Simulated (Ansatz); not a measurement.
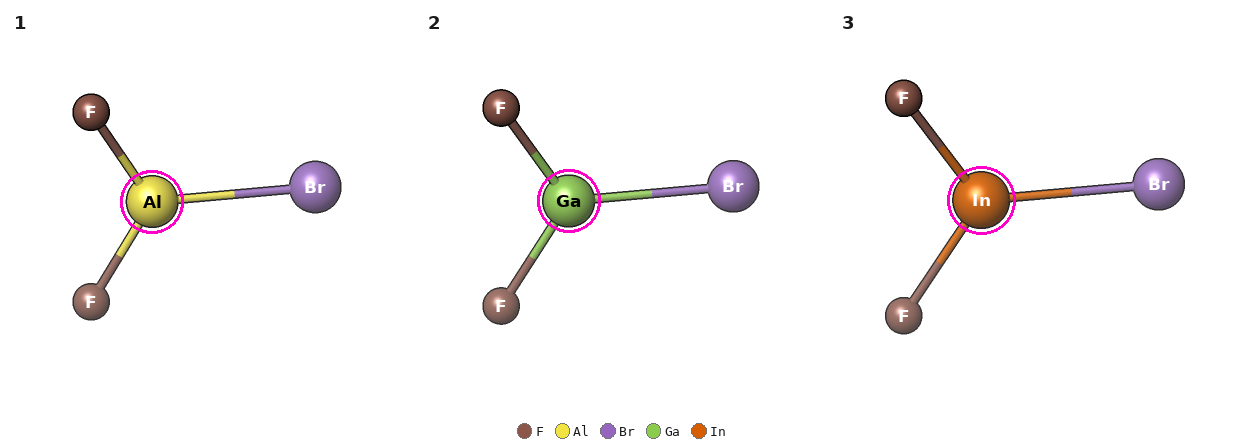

3 molecules with one skeleton, seen from the same side and at one scale; the atom that differs is circled. Charge 0, singlet. Computed geometries: PBE0-D4/def2-TZVP optimisations, one conformation each. Properties computed with Ansatz 0.2.0. Elements past Kr carry core potentials.

One atom differs, called X below: Al in panel 1, Ga in panel 2, In in panel 3. Their formulas are AlBrF2 (`[F][Al]([F])[Br]`), GaBrF2 (`[F][Ga]([F])[Br]`), InBrF2 (`[F][In]([F])[Br]`).

Rank them by the dipole moment, lowest first (r2SCAN-D4/def2-TZVPP).

Answer. 1 (Al), 2 (Ga), 3 (In).

Rank them by the length of X–Br, lowest first (PBE0-D4/def2-TZVP).

Answer. 1 (Al), 2 (Ga), 3 (In).

Give the values. With PBE0-D4/def2-TZVP: length of X–Br (Å), mean length of X–F (Å), angle F–X–F (°), harmonic zero-point energy (kJ/mol). With r2SCAN-D4/def2-TZVPP: dipole moment (D), HOMO energy (Kohn–Sham orbital) (eV), HOMO–LUMO gap (eV).

| quantity | 1 (Al) | 2 (Ga) | 3 (In) |
| --- | --- | --- | --- |
| length of X–Br (Å) | 2.216 | 2.237 | 2.413 |
| mean length of X–F (Å) | 1.631 | 1.731 | 1.925 |
| angle F–X–F (°) | 118.9 | 115.9 | 113.7 |
| dipole moment (D) | 0.60 | 1.31 | 1.62 |
| HOMO energy (Kohn–Sham orbital) (eV) | −8.25 | −8.43 | −8.33 |
| HOMO–LUMO gap (eV) | 6.39 | 5.55 | 4.46 |
| harmonic zero-point energy (kJ/mol) | 16.8 | 13.4 | 11.1 |
